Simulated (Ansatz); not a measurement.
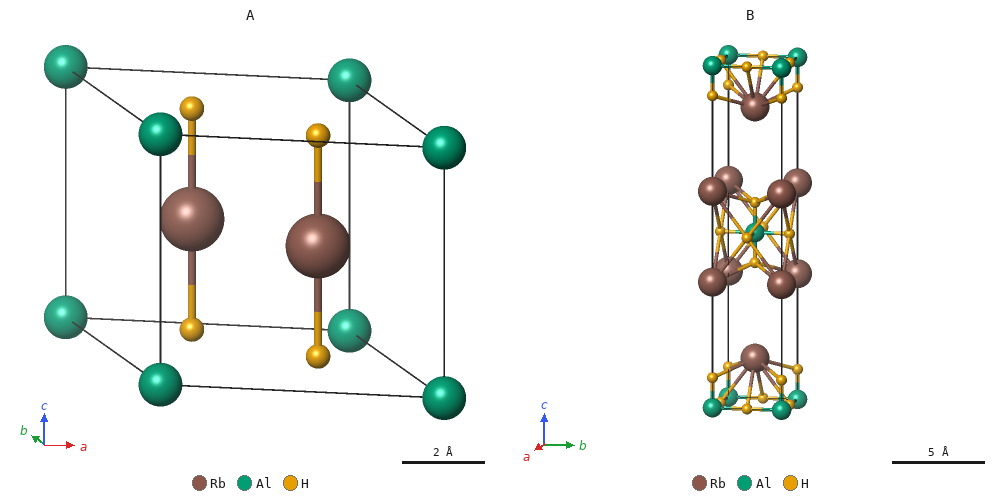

Two structures of Rb$_{2}$AlH$_{4}$, each relaxed to rest (conventional cells in solid outline, small ones repeated, not to one scale). Method: Ansatz, DFT PBE, scalar-relativistic, plane waves, PAW, without spin polarisation.

Characterise the two forms.

A: 7 atoms a cell on a primitive hexagonal lattice, P6/mmm. B: 14 atoms a cell on a body-centred tetragonal lattice, I4/mmm.

Which polymorph is favoured?

B is lower, by 565 meV/atom at this level of theory (energies at zero smearing). Volumes: A 38.8, B 20.4 Å³/atom.

One or both may be structure types tried for this composition rather than known phases.
